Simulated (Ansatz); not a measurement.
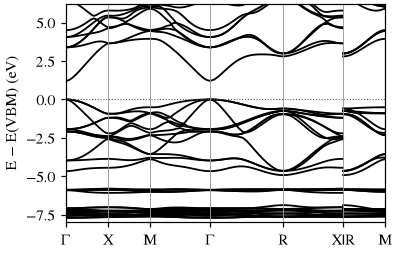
Band structure from PBEsol in the plane-wave PAW code Ansatz

Task: Read off the gap and where the band edges lie.

Result: About 1.2 eV (1.21 eV by a search for the band edges); maximum at Γ, minimum at Γ.

Task: Pick the material that matches.
(A) ZnCd3S4, P-43m (Zn on 1a, Cd on 3c, S on 4e)
(B) KTaO3, cubic perovskite
(C) SrTiO3, cubic perovskite

Result: A, ZnCd3S4, P-43m (Zn on 1a, Cd on 3c, S on 4e)

The workflow started from a Materials Project entry (that database holds measured and hypothetical structures alike); the Crystallography Open Database copy checked does not list it. With Zn and Cd taken as one species the cell has the higher symmetry F-43m, so it may be an ordered model of a mixed-site phase. Its standing as an ambient phase is unchecked. Symmetry was held in the PBEsol relaxation; of distortions, only those at the zone centre were tested. Spin–orbit coupling is left out wherever it is not named.

Potentials: the later of the program's two PAW sets.
